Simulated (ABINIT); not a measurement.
# CsPbCl3 (Pm-3m): G0W0 in ABINIT against the plane-wave cutoff

How does the gap of CsPbCl3 (Pm-3m) converge in the plane-wave cutoff?

Program: ABINIT 10.8.3. Level of theory: PBE and many-body steps on it, plane waves. Results are calculated unless marked as measured.

## (1) Starting point

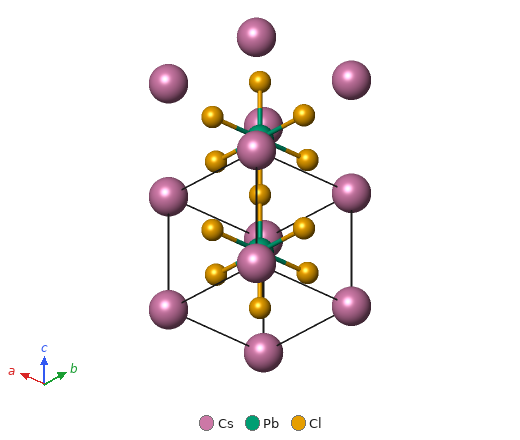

The cell as given, from a free direction (caesium pink, lead teal, chlorine orange). 1×1×2 cells are drawn. Some periodic images of atoms are drawn too.

The cell and positions come from the Crystallography Open Database and are kept as given unless a step says otherwise. Spin-orbit coupling is left out unless a step names it.

## (2) Empty states on the mesh, 2×2×2 mesh, 601 bands

This step: ABINIT 10.8.3; DFT, PBE, plane waves, norm-conserving pseudopotentials.

The sums over transitions need many empty states on a uniform mesh; this step solves for them.

run.abi

```
acell 3*1.0 Angstrom
rprim 
  5.605000000000 0.000000000000 0.000000000000
  0.000000000000 5.605000000000 0.000000000000
  0.000000000000 0.000000000000 5.605000000000
ntypat 3
znucl 55 82 17
natom 5
typat 1 2 3 3 3
xred 
  0.000000000000 0.000000000000 0.000000000000
  0.500000000000 0.500000000000 0.500000000000
  0.500000000000 0.500000000000 0.000000000000
  0.000000000000 0.500000000000 0.500000000000
  0.500000000000 0.000000000000 0.500000000000
pp_dirpath "pseudos"
pseudos "Cs.upf, Pb.upf, Cl.upf"
ecut 25
ngkpt 2 2 2
nshiftk 1
shiftk 0 0 0
kptopt 1
chksymbreak 0
iscf -2
irdden 1
istwfk *1
nband 601
nbdbuf 54
tolwfr 1e-09
nstep 60
prtvol 0
indata_prefix "in"
outdata_prefix "out"
tmpdata_prefix "tmp"
```

On the command line:

```bash
$ OMP_NUM_THREADS=2 mpirun -n 4 abinit run.abi > log
```

Numbers of over 12 decimals in the logs are rounded to 6 here.

The program printed:

```text
.Version 10.8.3 of ABINIT. v10.8.2 released Aug 2026.

 Symmetries : space group Pm -3 m (#221); Bravais cP (primitive cubic)
[... echo of the input left out ...]
== DATASET  1 ==================================================================
-   mpi_nproc: 4, omp_nthreads: 2 (-1 if OMP is not activated)

--- !DatasetInfo
iteration_state: {dtset: 1, }
dimensions: {natom: 5, nkpt: 4, mband: 601, nsppol: 1, nspinor: 1, nspden: 1, mpw: 7123, }
cutoff_energies: {ecut:  25.0, pawecutdg:  -1.0, }
[...]
4.41622    4.42448    4.43247    4.43247    4.43249    4.45316    4.47531    4.47569
   4.49420    4.49510    4.49589    4.49813    4.49875    4.50057    4.50354    4.51149
   4.51451
 prteigrs : prtvol=0 or 1, do not print more k-points.

== END DATASET(S) ==============================================================
================================================================================

 -outvars: echo values of variables after computation  --------
            nband         601
             nkpt           4
          spgroup         221
 [... the other variables as echoed above ...]

 Calculation completed.
```

Run time: 3.3 min. Hardware: 4 MPI ranks of AMD EPYC 9R45, shared host; peak memory 0.62 GiB; 20 min of CPU time.

This step gave:

| Quantity | Value |
| --- | --- |
| gap | 1.933 eV |
| k of the valence top | 0.5, 0.5, 0.5 |
| k of the conduction bottom | 0.5, 0.5, 0.5 |
| least direct gap | 1.933 eV |
| k points computed | 4 |
| lowest point of the top converged band, above the valence top | 111.6970 eV |

On this mesh the gap is 1.933 eV.

The density comes from a self-consistent run that is not shown.

## (3) Empty states on the mesh, 2×2×2 mesh, 162 bands

run.abi: that of step 2 with these lines changed.

```diff
@@ -17,3 +17,3 @@
 pseudos "Cs.upf, Pb.upf, Cl.upf"
-ecut 25
+ecut 15
 ngkpt 2 2 2
@@ -23,10 +23,10 @@
 chksymbreak 0
-iscf -2
 irdden 1
 istwfk *1
-nband 601
-nbdbuf 54
-tolwfr 1e-09
-nstep 60
+nband 162
 prtvol 0
+optdriver 6
+gwr_task "HDIAGO"
+paral_kgb 0
+occopt 1
 indata_prefix "in"
```

On the command line:

```bash
$ OMP_NUM_THREADS=1 mpirun -n 8 abinit run.abi > log
```

The program printed:

```text
[banner, memory and clock lines left out]
.Version 10.8.3 of ABINIT. v10.8.2 released Aug 2026.

 Symmetries : space group Pm -3 m (#221); Bravais cP (primitive cubic)
[... echo of the input left out ...]
== DATASET  1 ==================================================================
-   mpi_nproc: 8, omp_nthreads: 1 (-1 if OMP is not activated)

--- !DatasetInfo
iteration_state: {dtset: 1, }
dimensions: {natom: 5, nkpt: 4, mband: 162, nsppol: 1, nspinor: 1, nspden: 1, mpw: 3362, }
cutoff_energies: {ecut:  15.0, pawecutdg:  -1.0, }
[...]
Integrated=    4.4000E+01

 === KS gaps after direct diagonalization ===
 Direct band gap semiconductor
 Fundamental gap:     1.959 (eV)
   VBM:     1.993 (eV) at k: [ 5.0000E-01,  5.0000E-01,  5.0000E-01]
   CBM:     3.952 (eV) at k: [ 5.0000E-01,  5.0000E-01,  5.0000E-01]
 Direct gap:         1.959 (eV) at k: [ 5.0000E-01,  5.0000E-01,  5.0000E-01]

== END DATASET(S) ==============================================================

 -outvars: echo values of variables after computation  --------
           etotal      0.0000000000E+00
            nband         162
             nkpt           4
          spgroup         221
 [... the other variables as echoed above ...]

 Calculation completed.
```

Wall time 9.5 s (8 MPI ranks); peak memory 4.2 GiB.

This step gave:

* gap: 1.959 eV
* k of the valence top: 0.5, 0.5, 0.5
* k of the conduction bottom: 0.5, 0.5, 0.5
* least direct gap: 1.959 eV
* k points computed: 4
* lowest point of the top converged band, above the valence top: 40.96 eV

On this mesh the gap is 1.959 eV.

## (4) Empty states on the mesh, 2×2×2 mesh, 162 bands

run.abi: that of step 3 with these lines changed.

```diff
@@ -17,3 +17,3 @@
 pseudos "Cs.upf, Pb.upf, Cl.upf"
-ecut 15
+ecut 20
 ngkpt 2 2 2
```

The program printed:

```text
[banner, memory and clock lines left out]
.Version 10.8.3 of ABINIT. v10.8.2 released Aug 2026.

 Symmetries : space group Pm -3 m (#221); Bravais cP (primitive cubic)
[... echo of the input left out ...]
== DATASET  1 ==================================================================
-   mpi_nproc: 8, omp_nthreads: 1 (-1 if OMP is not activated)

--- !DatasetInfo
iteration_state: {dtset: 1, }
dimensions: {natom: 5, nkpt: 4, mband: 162, nsppol: 1, nspinor: 1, nspden: 1, mpw: 5112, }
cutoff_energies: {ecut:  20.0, pawecutdg:  -1.0, }
[...]
Integrated=    4.4000E+01

 === KS gaps after direct diagonalization ===
 Direct band gap semiconductor
 Fundamental gap:     1.933 (eV)
   VBM:     2.026 (eV) at k: [ 5.0000E-01,  5.0000E-01,  5.0000E-01]
   CBM:     3.959 (eV) at k: [ 5.0000E-01,  5.0000E-01,  5.0000E-01]
 Direct gap:         1.933 (eV) at k: [ 5.0000E-01,  5.0000E-01,  5.0000E-01]

== END DATASET(S) ==============================================================

 -outvars: echo values of variables after computation  --------
           etotal      0.0000000000E+00
            nband         162
             nkpt           4
          spgroup         221
 [... the other variables as echoed above ...]

 Calculation completed.
```

The job ended after 26 s (8 MPI ranks; peak memory 9.1 GiB; 3.4 min of CPU time).

Numbers from this step:

```
gap                                                           : 1.933 eV
k of the valence top                                          : 0.5, 0.5, 0.5
k of the conduction bottom                                    : 0.5, 0.5, 0.5
least direct gap                                              : 1.933 eV
k points computed                                             : 4
lowest point of the top converged band, above the valence top : 40.91 eV
```

On this mesh the gap is 1.933 eV.

## (5) Empty states on the mesh, 2×2×2 mesh, 168 bands

run.abi: that of step 4 with these lines changed.

```diff
@@ -17,3 +17,3 @@
 pseudos "Cs.upf, Pb.upf, Cl.upf"
-ecut 20
+ecut 31
 ngkpt 2 2 2
@@ -23,10 +23,10 @@
 chksymbreak 0
+iscf -2
 irdden 1
 istwfk *1
-nband 162
+nband 168
+nbdbuf 14
+tolwfr 1e-09
+nstep 60
 prtvol 0
-optdriver 6
-gwr_task "HDIAGO"
-paral_kgb 0
-occopt 1
 indata_prefix "in"
```

On the command line:

```bash
$ OMP_NUM_THREADS=2 mpirun -n 4 abinit run.abi > log
```

The program printed:

```text
.Version 10.8.3 of ABINIT. v10.8.2 released Aug 2026.

 Symmetries : space group Pm -3 m (#221); Bravais cP (primitive cubic)
[... echo of the input left out ...]
== DATASET  1 ==================================================================
-   mpi_nproc: 4, omp_nthreads: 2 (-1 if OMP is not activated)

--- !DatasetInfo
iteration_state: {dtset: 1, }
dimensions: {natom: 5, nkpt: 4, mband: 168, nsppol: 1, nspinor: 1, nspden: 1, mpw: 9808, }
cutoff_energies: {ecut:  31.0, pawecutdg:  -1.0, }
[...]
1.61957    1.61957    1.61957    1.63241    1.63562    1.63562    1.63562    1.67606
   1.67606    1.67607    1.67644    1.67644    1.68340    1.68341    1.68343    1.71221
 prteigrs : prtvol=0 or 1, do not print more k-points.

== END DATASET(S) ==============================================================
================================================================================

 -outvars: echo values of variables after computation  --------
            nband         168
             nkpt           4
          spgroup         221
 [... the other variables as echoed above ...]

 Calculation completed.
```

Wall time 48 s (4 MPI ranks); peak memory 0.53 GiB; 4.6 min of CPU time.

This step gave:

| Quantity | Value |
| --- | --- |
| gap | 1.934 eV |
| k of the valence top | 0.5, 0.5, 0.5 |
| k of the conduction bottom | 0.5, 0.5, 0.5 |
| least direct gap | 1.934 eV |
| k points computed | 4 |
| lowest point of the top converged band, above the valence top | 40.85 eV |

On this mesh the gap is 1.934 eV.

## (6) Screening, 2×2×2 mesh, 154 bands, screening to 130.6 eV

The RPA dielectric matrix is built and inverted for each q.

This step: RPA screening on PBE, plane waves, norm-conserving pseudopotentials.

run.abi: that of step 5 with these lines changed.

```diff
@@ -17,3 +17,3 @@
 pseudos "Cs.upf, Pb.upf, Cl.upf"
-ecut 31
+ecut 15
 ngkpt 2 2 2
@@ -23,10 +23,11 @@
 chksymbreak 0
-iscf -2
-irdden 1
 istwfk *1
-nband 168
-nbdbuf 14
-tolwfr 1e-09
-nstep 60
-prtvol 0
+occopt 1
+irdwfk 1
+optdriver 3
+nband 154
+ecuteps 4.8
+inclvkb 2
+awtr 1
+symchi 1
 indata_prefix "in"
```

On the command line:

```bash
$ OMP_NUM_THREADS=1 mpirun -n 8 abinit run.abi > log
```

The program printed:

```text
.Version 10.8.3 of ABINIT. v10.8.2 released Aug 2026.

 Symmetries : space group Pm -3 m (#221); Bravais cP (primitive cubic)
[... echo of the input left out ...]
== DATASET  1 ==================================================================
-   mpi_nproc: 8, omp_nthreads: 1 (-1 if OMP is not activated)

--- !DatasetInfo
iteration_state: {dtset: 1, }
dimensions: {natom: 5, nkpt: 4, mband: 154, nsppol: 1, nspinor: 1, nspden: 1, mpw: 3362, }
cutoff_energies: {ecut:  15.0, pawecutdg:  -1.0, }
electrons: {nelect:   4.40000000E+01, charge:   0.00000000E+00, occopt:   1.00000000E+00, tsmear:   1.00000000E-02, }

 SCREENING: Calculation of the susceptibility and dielectric matrices

 Based on a program developped by R.W. Godby, V. Olevano, G. Onida, and L. Reining.
 Incorporated in ABINIT by V. Olevano, G.-M. Rignanese, and M. Torrent.
.Using double precision arithmetic ; gwpc =  8

[... cell and pseudopotentials left out ...]
--------------------------------------------------------------------------------

 ==== K-mesh for the wavefunctions ====
 Number of points in the irreducible wedge :     4
[... list of points left out ...]
 Together with 48 symmetry operations and time-reversal symmetry
 yields     8 points in the full Brillouin Zone.

 ==== Q-mesh for the screening function ====
 Number of points in the irreducible wedge :     4
[... list of points left out ...]
 Together with 48 symmetry operations and time-reversal symmetry
 yields     8 points in the full Brillouin Zone.

 setmesh: FFT mesh size selected  =    30x   30x   30
          total number of points  =        27000

 vcoul_init : cutoff-mode = AUXILIARY_FUNCTION
 q-points for optical limit:   1
     1)      0.000010    0.000020    0.000030

- screening: taking advantage of time-reversal symmetry
- Maximum band index for partially occupied states nbvw = 22
- Remaining bands to be divided among processors   nbcw = 132
- Number of bands treated by each node ~16

 Number of electrons calculated from density =   44.0000; Expected =   44.0000
 average of density, n =  0.037028
 r_s =    1.8612
 omega_plasma =   18.5618 [eV]

 calculating chi0 at frequencies [eV] :
  1    0.000000E+00    0.000000E+00
  2    0.000000E+00    1.856181E+01

--------------------------------------------------------------------------------
  q-point number  1        q = ( 0.000000, 0.000000, 0.000000) [r.l.u.]
--------------------------------------------------------------------------------
[... chi0 elements left out ...]
 For q-point:  0.000010 0.000020 0.000030
  dielectric constant =   7.0938
  dielectric constant without local fields =   8.1891

  Average fulfillment of the sum rule on Im[epsilon] for q-point    1 :     69.24  [%]
[... wings left out ...]
  q-point number  2        q = ( 0.500000, 0.000000, 0.000000) [r.l.u.]
--------------------------------------------------------------------------------
[... chi0 elements left out ...]
  Average fulfillment of the sum rule on Im[epsilon] for q-point    2 :     77.88  [%]

 [... 2 further q-points ...]
```

Wall time 8.1 s (8 MPI ranks); peak memory 1.6 GiB; 63 s of CPU time.

This step gave:

- ε∞ with local fields, on this mesh, along the program's q direction: 7.094
- the same without local fields: 8.189
- plasma frequency: 18.56 eV
- plane waves in the screening matrix: 619

Local fields lower ε∞ by 13 %. On a Γ-centred mesh this coarse the value itself is usually too large, while a short band sum pulls it down.

## (7) 15 Ha

This step: G0W0 on PBE, plane waves, norm-conserving pseudopotentials.

run.abi: that of step 6 with these lines changed.

```diff
@@ -26,8 +26,17 @@
 irdwfk 1
-optdriver 3
+optdriver 4
 nband 154
+gwcalctyp 0
+ecutsigx 15
+symsigma 1
+nkptgw 2
+kptgw 
+  0.5000000000 0.5000000000 0.5000000000
+  0.0000000000 0.0000000000 0.0000000000
+bdgw 
+  19 25
+  20 25
 ecuteps 4.8
-inclvkb 2
-awtr 1
-symchi 1
+irdscr 1
+ppmodel 1
 indata_prefix "in"
```

The program printed:

```text
.Version 10.8.3 of ABINIT. v10.8.2 released Aug 2026.

 Symmetries : space group Pm -3 m (#221); Bravais cP (primitive cubic)
[... echo of the input left out ...]
== DATASET  1 ==================================================================
-   mpi_nproc: 8, omp_nthreads: 1 (-1 if OMP is not activated)

--- !DatasetInfo
iteration_state: {dtset: 1, }
dimensions: {natom: 5, nkpt: 4, mband: 154, nsppol: 1, nspinor: 1, nspden: 1, mpw: 3362, }
cutoff_energies: {ecut:  15.0, pawecutdg:  -1.0, }
electrons: {nelect:   4.40000000E+01, charge:   0.00000000E+00, occopt:   1.00000000E+00, tsmear:   1.00000000E-02, }

 SIGMA: Calculation of the GW corrections

 Based on a program developped by R.W. Godby, V. Olevano, G. Onida, and L. Reining.
 Incorporated in ABINIT by V. Olevano, G.-M. Rignanese, and M. Torrent.
.Using double precision arithmetic ; gwpc =  8

[... cell and pseudopotentials left out ...]
--------------------------------------------------------------------------------

 ==== K-mesh for the wavefunctions ====
 Number of points in the irreducible wedge :     4
[... list of points left out ...]
 Together with 48 symmetry operations and time-reversal symmetry
 yields     8 points in the full Brillouin Zone.

 ==== Q-mesh for screening function ====
 Number of points in the irreducible wedge :     4
[... list of points left out ...]
 Together with 48 symmetry operations and time-reversal symmetry
 yields     8 points in the full Brillouin Zone.

 vcoul_init : cutoff-mode = AUXILIARY_FUNCTION
 q-points for optical limit:   1
     1)      0.000010    0.000020    0.000030
 setmesh: FFT mesh size selected  =    40x   40x   40
          total number of points  =        64000

 Number of electrons calculated from density =   44.0000; Expected =   44.0000
 average of density, n =  0.037028
 r_s =    1.8612
 omega_plasma =   18.5618 [eV]

 === KS Band Gaps ===
  >>>> For spin  1
   Minimum direct gap =   1.9592 [eV], located at k-point      :   0.5000  0.5000  0.5000
   Fundamental gap    =   1.9592 [eV], Top of valence bands at :   0.5000  0.5000  0.5000
                                       Bottom of conduction at :   0.5000  0.5000  0.5000
 SIGMA fundamental parameters:
 PLASMON POLE MODEL  1
 number of plane-waves for SigmaX                 3287
 number of plane-waves for SigmaC and W            619
 number of plane-waves for wavefunctions          3287
 number of bands                                   154
 number of independent spin polarizations            1
 number of spinorial components                      1
 number of k-points in IBZ                           4
 number of q-points in IBZ                           4
 number of symmetry operations                      48
 number of k-points in BZ                            8
 number of q-points in BZ                            8
 number of frequencies for dSigma/dE                 9
 frequency step for dSigma/dE [eV]                0.25
 number of omega for Sigma on real axis              0
 max omega for Sigma on real axis  [eV]           0.00
 zcut for avoiding poles [eV]                     0.10

 EPSILON^-1 parameters (SCR file):
 dimension of the eps^-1 matrix on file            619
 dimension of the eps^-1 matrix used               619
 number of plane-waves for wavefunctions          3287
 number of bands                                   154
 number of q-points in IBZ                           4
 number of frequencies                               2
 number of real frequencies                          1
 number of imag frequencies                          1

 matrix elements of self-energy operator (all in [eV])

 Perturbative Calculation

--- !SelfEnergy_ee
iteration_state: {dtset: 1, }
kpoint     : [   0.500,    0.500,    0.500, ]
spin       : 1
KS_gap     :    1.959
QP_gap     :    3.122
Delta_QP_KS:    1.163
data: !SigmaeeData |
     Band     E0 <VxcDFT>   SigX SigC(E0)      Z dSigC/dE  Sig(E)    E-E0       E
       19  -0.169 -14.246 -18.496   3.102   0.771  -0.297 -15.132  -0.886  -1.055
       20  -0.169 -14.246 -18.496   3.102   0.771  -0.297 -15.132  -0.886  -1.055
       21  -0.169 -14.246 -18.496   3.102   0.771  -0.297 -15.132  -0.886  -1.055
       22   1.993 -15.388 -17.894   1.752   0.791  -0.264 -15.985  -0.597   1.396
       23   3.952  -9.912  -6.549  -2.673   0.820  -0.219  -9.346   0.566   4.518
       24   3.952  -9.912  -6.549  -2.673   0.820  -0.219  -9.346   0.566   4.518
[...]
--- !SelfEnergy_ee
iteration_state: {dtset: 1, }
kpoint     : [   0.000,    0.000,    0.000, ]
spin       : 1
KS_gap     :    5.883
QP_gap     :    7.119
Delta_QP_KS:    1.235
data: !SigmaeeData |
     Band     E0 <VxcDFT>   SigX SigC(E0)      Z dSigC/dE  Sig(E)    E-E0       E
[...]
23   5.395  -6.337  -2.679  -3.244   0.842  -0.188  -5.989   0.348   5.744
       24   6.337  -6.629  -2.874  -3.119   0.843  -0.187  -6.093   0.536   6.873
       25   6.337  -6.629  -2.874  -3.119   0.843  -0.187  -6.093   0.536   6.873

== END DATASET(S) ==============================================================
================================================================================

 -outvars: echo values of variables after computation  --------
           etotal      0.0000000000E+00
            nband         154
             nkpt           4
          spgroup         221
 [... the other variables as echoed above ...]

 Calculation completed.
```

Run time: 15 s. Hardware: 8 MPI ranks; peak memory 1.9 GiB; 2 min of CPU time.

Numbers from this step:

| Quantity | Value |
| --- | --- |
| G0W0 gap on the points computed | 3.122 eV |
| starting gap on the mesh | 1.959 eV |
| k of the valence top | 0.5, 0.5, 0.5 |
| k of the conduction bottom | 0.5, 0.5, 0.5 |
| Z at the valence top | 0.791 |
| Z at the conduction bottom | 0.82 |
| least direct G0W0 gap on the computed points | 3.122 eV |

(Continued in part 2 of 2.)

[Paths, hosts, dates, memory and timing lines, banners, echoed tables and standing remarks are left out of the program output.]

[Logs are printed without paths, hosts, clocks, repeated set-up lines and the standing remarks that a program may print on its own settings, such as how far it seeks lower states.]

[Runs of the session that timed out or met a known fault of the program may be left out.]

[Hosts, paths, dates, database ids (printed as entryN), source tags and the programs' standing remarks are cut or masked in the printed files.]

[G0W0 gaps are taken among the corrected bands and points alone; a level outside them can change the order at an edge.]

[Where Ansatz stands beside ABINIT at settings called matched, ABINIT's density can come from a denser mesh and the files from another edition; pairs whose starting gaps differed by over 0.03 eV were left out, so agreement reads better than it is.]
